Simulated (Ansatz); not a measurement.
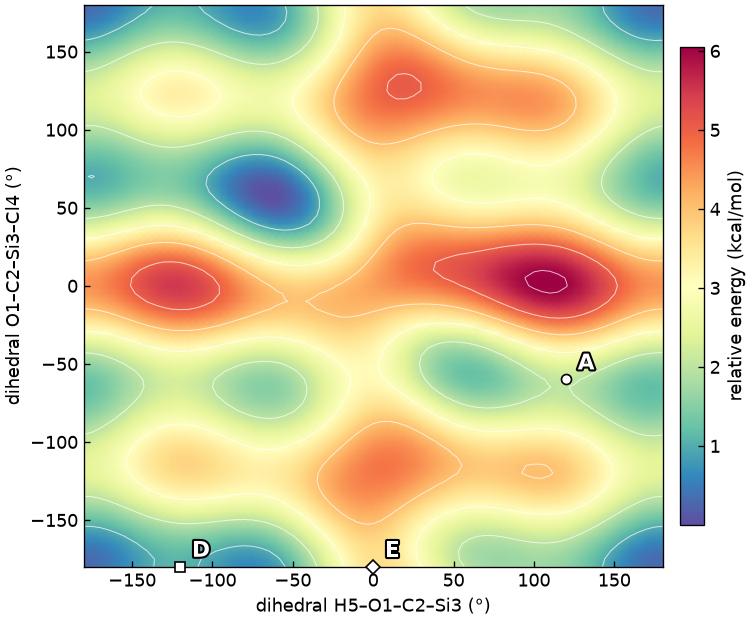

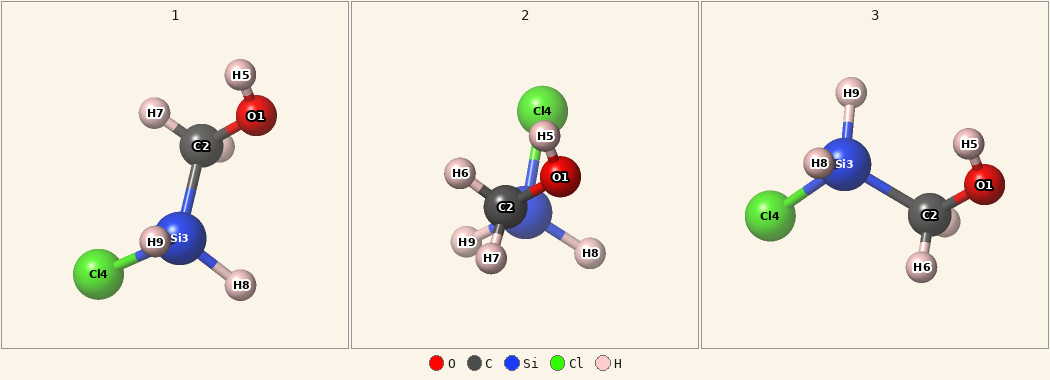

CH5ClOSi, SMILES OC[SiH2]Cl. 
- First axis: dihedral H5–O1–C2–Si3. Second axis: dihedral O1–C2–Si3–Cl4.
- Nothing is relaxed (all other coordinates rigid).
- The scan uses an 18 × 18 grid.
- Points are written as (first, second).
- Energies: kcal/mol, counted from the relaxed molecule at the same level.
- These are results of RHF/def2-TZVP (Ansatz 0.2.0), not measurements.

Drawn: a smooth colour map with a few white contour lines, lettered points. Between grid points the surface is interpolated. The numbered pictures are the structures at these points, in random order.

Q: Which structure belongs to which point?

A: A is structure 2: (120°, −60°), 2.08 kcal/mol; D is structure 1: (−120°, −180°), 1.09 kcal/mol; E is structure 3: (0°, −180°), 3.61 kcal/mol.
